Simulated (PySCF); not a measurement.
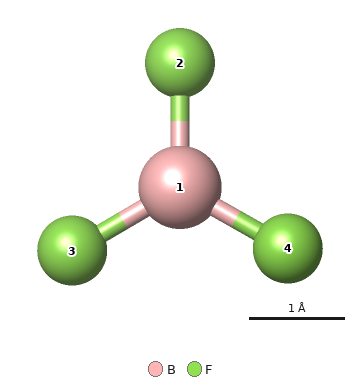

The structure (ball-and-stick view, seen on its broad side; atoms are numbered from 1 in the order of the input).

## Run report: BF3, frequency calculation

The run: frequency calculation of BF3. Method and program: RKS-based B3LYP, B def2-TZVP, F def2-TZVP; non-relativistic Hamiltonian; density fitting (PySCF 2.14.0).

What the program printed
```
init E= -324.714211290403
  HOMO = -0.437358169310553  LUMO = 0.00119287959515078  gap/eV = 11.93358
cycle= 1 E= -324.714211290402  delta_E= 1.42e-12  |g|= 3.65e-06  |ddm|= 2.06e-06
  HOMO = -0.437358282586999  LUMO = 0.0011928771865608  gap/eV = 11.93358
Extra cycle  E= -324.714211290399  delta_E= 3.35e-12  |g|= 5.99e-06  |ddm|= 3.38e-06
converged SCF energy = -324.714211290399
```

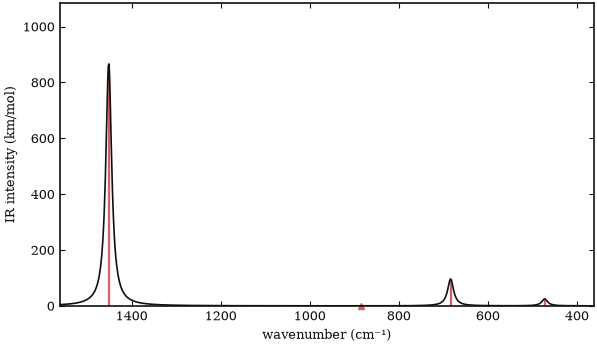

Harmonic infrared spectrum, unscaled: sticks (degenerate modes added up, dark ones marked on the axis) with a Lorentzian envelope of 16 cm⁻¹ full width, scaled to the tallest stick. 6 modes from 472 to 1451 cm⁻¹, none imaginary. The strongest line is at 1451 cm⁻¹ (866 km/mol). All modes, in cm⁻¹ (km/mol): 472 (12.5), 472 (12.5), 684 (96), 886 (0.0), 1451 (433), 1451 (433).

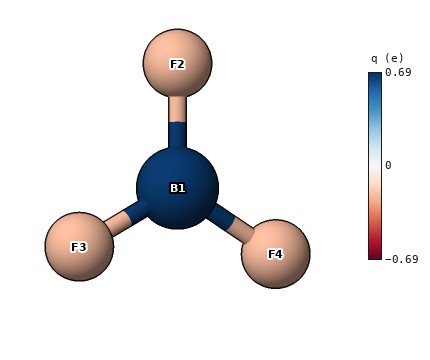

Mulliken charges, as the colour of each atom (ball-and-stick view, seen at a tilt; atoms are numbered from 1 in the order of the input). By element: B +0.66 and F −0.22 e.

This output came from the following input.

The input
```python
from pyscf import gto, scf, dft
mol = gto.M(atom='''
B      0.000000    -0.000000     0.000000
F      1.315651    -0.000000     0.000000
F     -0.657826     1.139388     0.000000
F     -0.657826    -1.139388     0.000000''',
    basis={'B': 'def2-TZVP', 'F': 'def2-TZVP'},
    charge=0, spin=0)
mf = dft.RKS(mol, xc='B3LYP')
mf.grids.atom_grid = (75, 302)
aux = {'B': 'def2-universal-JKFIT', 'F': 'def2-universal-JKFIT'}
mf = mf.density_fit(auxbasis=aux)
mf.conv_tol = 1e-09
mf.diis_space = 10
mf.max_cycle = 60
mf.verbose = 4
mf.kernel()
```

The script is an equivalent of the set-up of the self-consistent field. The run itself was carried out by a driver, which started from the orbitals of the step before it where there was one and computed the further properties.

Command:
```bash
OMP_NUM_THREADS=4 python axn.py task.json out
```

Key numbers

- outcome: converged
- total energy: −324.714211 hartree
- HOMO: −11.90 eV
- LUMO: 0.03 eV
- zero-point energy: 0.012340 hartree
- dipole moment: 0.00 D
- wavenumbers, lowest and highest: 472 and 1451 cm⁻¹
- hardware: 4 threads of Arm Neoverse V2, 24 GiB of memory available, shared host
- wall time: 14 s (CPU time 43 s)
- peak memory: 1.3 GiB
